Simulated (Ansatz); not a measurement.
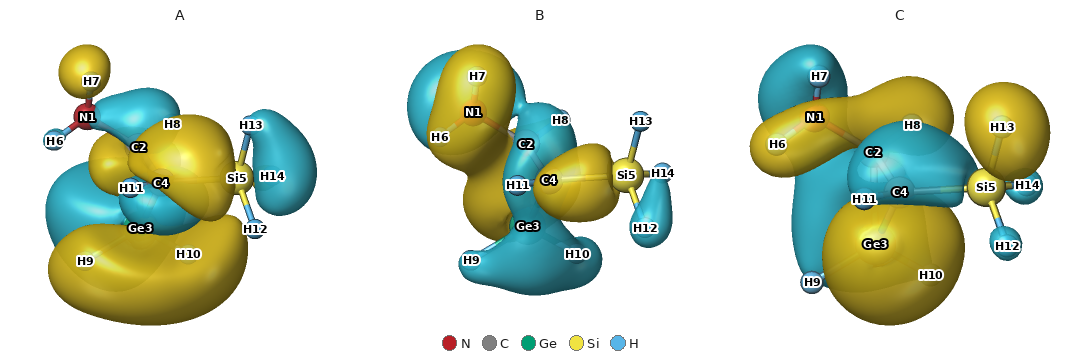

Figure 1: C2H9GeNSi. Three frontier orbitals at ±0.06 Å⁻³ᐟ² (yellow and cyan are the two phases), in no order.

Level of theory: RKS LDA/def2-SVP in Ansatz.

```json
{"atom": "N", "x (Å)": "-1.7361", "y (Å)": "-1.4378", "z (Å)": "0.4101"}
{"atom": "C", "x (Å)": "-0.5507", "y (Å)": "-0.8803", "z (Å)": "-0.1272"}
{"atom": "Ge", "x (Å)": "1.1538", "y (Å)": "-0.9968", "z (Å)": "0.8025"}
{"atom": "C", "x (Å)": "-0.0138", "y (Å)": "0.4939", "z (Å)": "0.2860"}
{"atom": "Si", "x (Å)": "0.5756", "y (Å)": "1.6983", "z (Å)": "-0.9918"}
{"atom": "H", "x (Å)": "-1.7643", "y (Å)": "-1.3838", "z (Å)": "1.4362"}
{"atom": "H", "x (Å)": "-2.5729", "y (Å)": "-0.9536", "z (Å)": "0.0514"}
{"atom": "H", "x (Å)": "-0.4411", "y (Å)": "-1.0920", "z (Å)": "-1.2128"}
{"atom": "H", "x (Å)": "1.1146", "y (Å)": "-1.3243", "z (Å)": "2.2984"}
{"atom": "H", "x (Å)": "2.4737", "y (Å)": "-1.1592", "z (Å)": "0.0446"}
{"atom": "H", "x (Å)": "-0.5336", "y (Å)": "0.9299", "z (Å)": "1.1640"}
{"atom": "H", "x (Å)": "1.4870", "y (Å)": "2.7385", "z (Å)": "-0.3928"}
{"atom": "H", "x (Å)": "-0.5548", "y (Å)": "2.4094", "z (Å)": "-1.7029"}
{"atom": "H", "x (Å)": "1.3495", "y (Å)": "0.9287", "z (Å)": "-2.0367"}
```

> Order the three orbitals by energy and name them.

C is the HOMO−1 (−5.63 eV). It lies mainly on Ge3 (about 30 %), C4 (about 25 %), N1 (about 15 %) and C2 (about 15 %). B is the HOMO (−5.12 eV). Its weight (Hirshfeld) is mainly on N1 (about 45 %), C2 (about 15 %), Ge3 (about 15 %) and C4 (about 10 %). A is the LUMO (−0.70 eV). It lies mainly on Ge3 (about 45 %), C2 (about 15 %), C4 (about 10 %) and Si5 (about 10 %).

> What is the HOMO–LUMO gap?

4.42 eV between the orbital energies.
